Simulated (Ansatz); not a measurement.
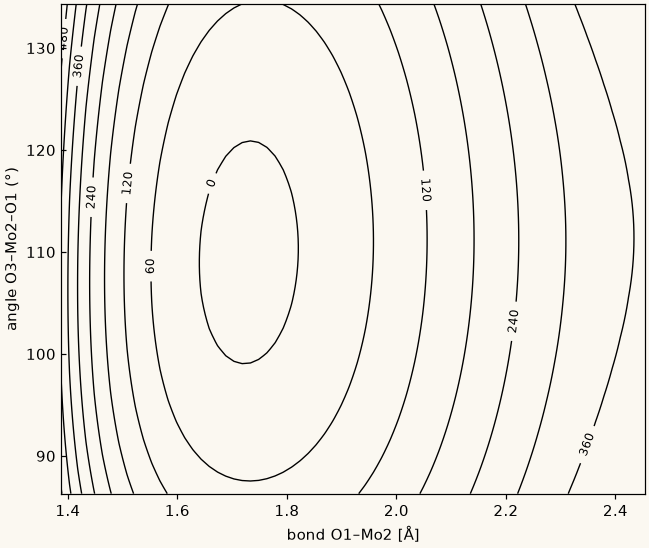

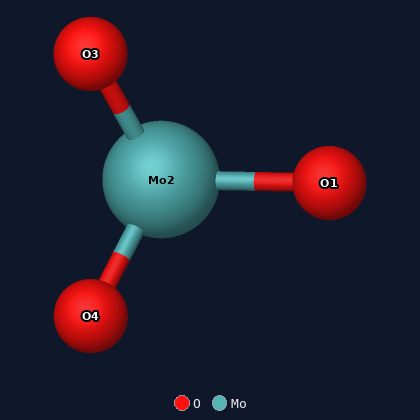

Energy landscape of MoO₃, SMILES [O]=[Mo](=[O])=[O]. Two internal coordinates are moved rigidly from the geometry relaxed at PBE0-D4/def2-TZVP, all others fixed. Coordinates scanned: (1) bond O1–Mo2; (2) angle O3–Mo2–O1. The grid has 5 × 5 points. Points are written as (first, second). Energies: kJ/mol, counted from the lowest grid point. All numbers below come from RKS PBE-D4/def2-TZVPP in Ansatz.

Drawn: contour lines labelled in kJ/mol. Between grid points the surface is interpolated. The second picture is the structure at the lowest point.

**What does the map say about the system?**

The lowest grid point is at (1.821 Å, 110.3°). The bottom of the well lies between grid points, at about (1.713 Å, 110°), about 16 kJ/mol lower on the interpolated surface. No other kind of well shows on this grid. The highest grid point, (1.388 Å, 134.3°), lies 525 kJ/mol above the lowest. Round the minimum the two coordinates are weakly coupled (coupling −0.05 in units of the two stiffnesses).

The values on the grid:

```tsv
angle O3–Mo2–O1 ↓, bond O1–Mo2 →	1.388	1.563	1.821	2.121	2.454
134.3	525	139	65	216	406
122.3	447	76	16	177	374
110.3	409	50	0	165	365
98.3	416	65	19	182	378
86.3	484	135	81	230	414
```
